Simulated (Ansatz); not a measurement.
Geometry relaxation, with input and output: SnH5ClO (part 3 of 3)

Continued. System: SnH5ClO. Method: RHF/def2-SVP (Ansatz 0.2.0). It belongs to a series of runs on one base structure; here: end point B relaxed.

Geometry of the input (Å):
```
Sn 0.3520  0.3096  -0.4495
Cl -0.5939  0.4195  3.0459
H  1.4093  0.0954  -1.7651
O  -1.1365  1.3515  -1.2107
H  -1.9135  1.4636  -0.6860
H  -0.2283  -1.1593  0.1772
H  1.1246  1.2641  0.7718
H  0.4087  1.0722  2.4858
```

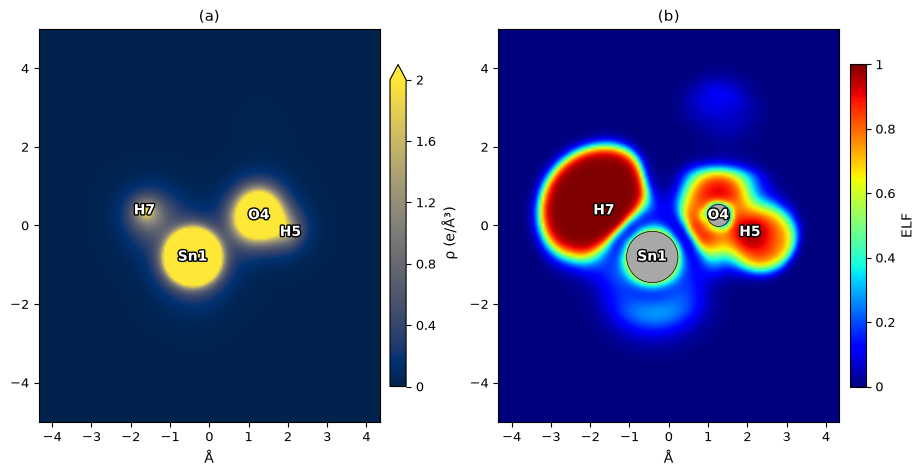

(a) total electron density; (b) electron localisation function on the plane of atoms O4, Sn1 and H7. Grey discs, where drawn, cover atomic cores. The section cuts through Sn, O and H sites. Sn–O (1.99 Å): ρ is about 0.68 e/Å³ halfway; the ELF peaks at about 0.85 in the valence shell of O, 0.6 Å from its nucleus, and drops to about 0.10 between the two atoms. Sn–H (1.70 Å): ρ is about 1.2 e/Å³ halfway, with its minimum of 0.76 e/Å³ about 1.1 Å from Sn; the ELF climbs to about 1 towards the hydrogen.
